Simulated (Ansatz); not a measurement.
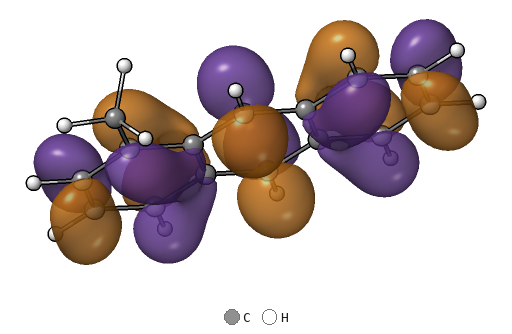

The picture shows: C15H12. One frontier orbital at ±0.08 Å⁻³ᐟ² (orange and purple are the two phases), seen at an oblique angle.

Geometry: PBE-D4/def2-SVP; not at a stationary point (largest force 0.6 eV/Å).

Method: Ansatz, RKS PBE0-D4/def2-TZVP.

Input

```
crystal:
  periodic: [false, false, false]
  atoms:
    - {symbol: C, position_ang: [-2.765128, 1.894826, -0.615261]}
    - {symbol: C, position_ang: [-2.396870, 0.502210, -0.177023]}
    - {symbol: C, position_ang: [-3.377422, -0.435945, 0.107430]}
    - {symbol: C, position_ang: [-3.056195, -1.762656, 0.523208]}
    - {symbol: C, position_ang: [-1.740123, -2.152358, 0.657041]}
    - {symbol: C, position_ang: [-0.679329, -1.231146, 0.377976]}
    - {symbol: C, position_ang: [0.671896, -1.605479, 0.507284]}
    - {symbol: C, position_ang: [1.723984, -0.710283, 0.236693]}
    - {symbol: C, position_ang: [3.101976, -1.081485, 0.365262]}
    - {symbol: C, position_ang: [4.108463, -0.176202, 0.090288]}
    - {symbol: C, position_ang: [3.790774, 1.153132, -0.327124]}
    - {symbol: C, position_ang: [2.473714, 1.547918, -0.462267]}
    - {symbol: C, position_ang: [1.400653, 0.639211, -0.187962]}
    - {symbol: C, position_ang: [0.048003, 1.014158, -0.316355]}
    - {symbol: C, position_ang: [-1.007295, 0.120906, -0.046577]}
    - {symbol: H, position_ang: [-2.364817, 2.662910, 0.080084]}
    - {symbol: H, position_ang: [-3.863591, 2.020591, -0.661926]}
    - {symbol: H, position_ang: [-2.353539, 2.131189, -1.619514]}
    - {symbol: H, position_ang: [-4.436619, -0.149588, 0.008773]}
    - {symbol: H, position_ang: [-3.870404, -2.471727, 0.737322]}
    - {symbol: H, position_ang: [-1.481696, -3.173208, 0.978763]}
    - {symbol: H, position_ang: [0.911835, -2.631679, 0.829470]}
    - {symbol: H, position_ang: [3.341926, -2.107155, 0.686937]}
    - {symbol: H, position_ang: [5.163209, -0.473712, 0.193097]}
    - {symbol: H, position_ang: [4.604962, 1.861929, -0.542277]}
    - {symbol: H, position_ang: [2.225992, 2.571813, -0.784034]}
    - {symbol: H, position_ang: [-0.174341, 2.041811, -0.639326]}
basis:
  gaussian: {orbitals: def2-TZVP, initial_orbitals: start.molden}
hamiltonian: {xc: pbe0, dispersion: d4}
scf: {omitted_lower_state_checks: [starts]}
output: {forces: true, orbitals: {seedname: orbitals}}
```

Command:

```sh
ansatz run in.yaml --threads 4 --pin off --events-out ev --progress --plain --max-ram 6963MiB
```

Question: Which orbital is it: HOMO or LUMO?

Answer: The LUMO, at −1.90 eV. By Hirshfeld shares it lies mainly on C7 (about 10 %), C14 (about 10 %), C9 (about 5 %), C12 (about 5 %), C5 (about 5 %) and C2 (about 5 %).
